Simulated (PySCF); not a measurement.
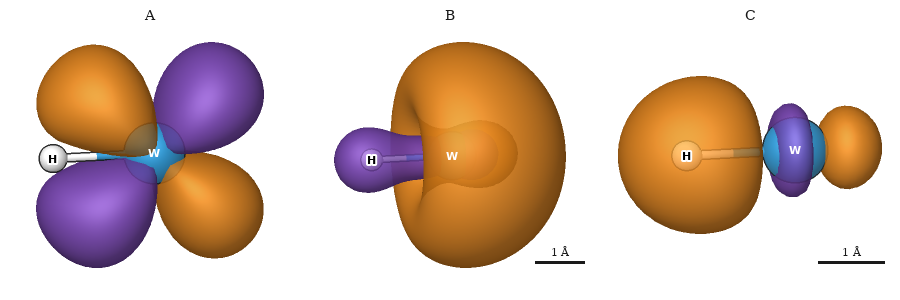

Figure. WH (sextet). Three frontier β-spin orbitals, each drawn at the value that holds 80 % of its norm (orange and purple are the two phases), in no order; of a degenerate pair one member is drawn.

Core potentials replace the inner electrons of W.

These are results of PySCF, PBE0/def2-TZVPP, non-relativistic Hamiltonian with scalar-relativistic core potentials where named, at a bond length of 1.713 Å, not measurements.

### Label each orbital by symmetry, say whether it is occupied, and order them by energy.

Orbital C: σ, occupied in this spin, −8.25 eV; shared between the atoms (H 55 %, W 45 %).
Orbital B: σ, empty in this spin, −1.66 eV; almost wholly on W.
Orbital A: π, empty in this spin, −0.19 eV; mainly on W (95 %).
